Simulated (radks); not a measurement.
The Ir²⁺ ion in the configuration [Xe] 4f14 5d7 (high spin). Method: scalar-relativistic Kohn-Sham, BLYP, spin-polarised, spherical densities, point nucleus; computed with the in-house radial solver radks.

Wanted: the number of electrons inside radius r (solid) and the radial density 4πr²ρ (dashed).

The count levels off at 75 electrons. Half of them lie within 0.375 bohr, 90 % within 1.25 bohr and 99 % within 2.49 bohr. The radial density has minima at 0.0225, 0.0965 and 0.277 bohr, where the count stands at 1.9, 11.0 and 30.0; these part the shells that the density resolves.

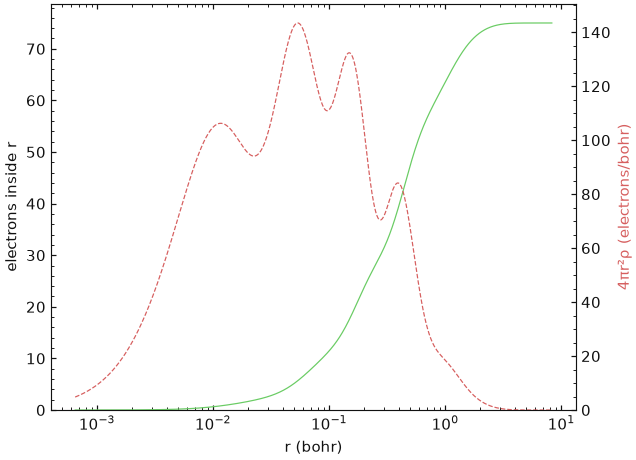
